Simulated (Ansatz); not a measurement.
**Fields on a plane of CdTe (zinc blende)**

```xyz
2
Lattice="0.0000 3.2446 3.2446 3.2446 0.0000 3.2446 3.2446 3.2446 0.0000" Properties=species:S:1:pos:R:3 pbc="T T T"
Te     4.8669     4.8669     4.8669
Cd     0.0000     0.0000     0.0000
```

The slice is a {111} plane (indices of the conventional cell) through the point (0.000, 0.000, 0.000) (fractional), spanned by u = [100] and v = [-1 2 0] in vectors of this cell: u (4.59 Å) and v (7.95 Å, at 90° to u). It covers one period; positions are fractions (u, v).

Atoms on it: Cd at (0.00, 0.00); Cd at (0.50, 0.50). Other atoms lie within 1 Å of the plane.

Method: PBEsol (plane waves to 420 eV, PAW, scalar-relativistic; Ansatz, an electronic-structure program). k mesh 9×9×9. These are valence fields of a PAW run, semicore shells included where kept as valence: close to a nucleus they are smooth pseudo fields. CdTe was relaxed with its symmetry unable to fall. Spin-orbit coupling is left out, though Te is heavy.

| v \ u | 0.00 | 0.14 | 0.29 | 0.43 | 0.57 | 0.71 | 0.86 |
|---|---|---|---|---|---|---|---|
| 0.88 | x | -2.3 | -0.2 | <-4.0 | <-4.0 | -0.2 | -2.3 |
| 0.75 | 4.3 | 4.2 | 2.1 | <-4.0 | <-4.0 | 2.1 | 4.2 |
| 0.62 | 4.7 | 4.2 | 1.2 | <-4.0 | <-4.0 | 1.2 | 4.1 |
| 0.50 | 3.0 | 2.5 | x | x | x | x | 2.5 |
| 0.38 | x | <-4.0 | 0.3 | <-4.0 | <-4.0 | 0.3 | <-4.0 |
| 0.25 | <-4.0 | -0.8 | 3.6 | 4.3 | 4.3 | 3.6 | -0.8 |
| 0.12 | x | -2.2 | 3.2 | 4.6 | 4.6 | 3.2 | -2.2 |
| 0.00 | x | x | -0.1 | 3.0 | 3.0 | -0.1 | x |

Values: electrostatic potential energy of an electron, from the cell's mean, in eV. Points within 1 Å of a nucleus are blanked (x), as the pseudised field means little there. Values under -4 eV are set to -4. The zero, the cell's mean, hangs on the PAW cores.

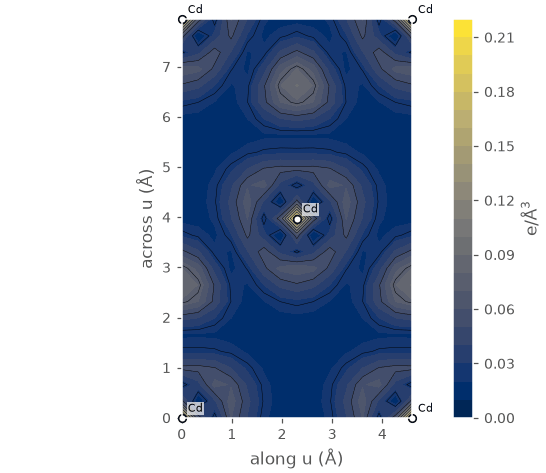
Density of the lowest conduction band (whole band as if filled, smooth part) in e/Å³, one period of the plane, atoms marked.
